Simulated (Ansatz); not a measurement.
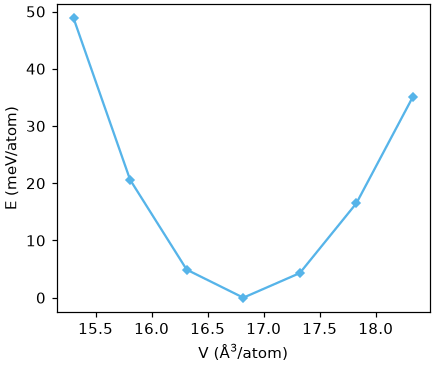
ScSi₂ in space group P6/mmm (No. 191; Sc on 1a, Si on 2d) under volume change, the program Ansatz at the r²SCAN level (PAW), shape and atoms relaxed at each volume.

Q: What does a third-order Birch–Murnaghan fit give for V₀, B₀ and B′?

A: V₀ = 16.82 Å³/atom, B₀ = 96.2 GPa, B′ = 4.3.

The workflow started from an entry of the Crystallography Open Database (COD). Whether it is the stable phase at ambient conditions was not checked. The r²SCAN relaxation kept the symmetry of its start; its stability against distortions is not shown here. No spin polarisation was allowed.

Potentials: the later of the program's two PAW sets.
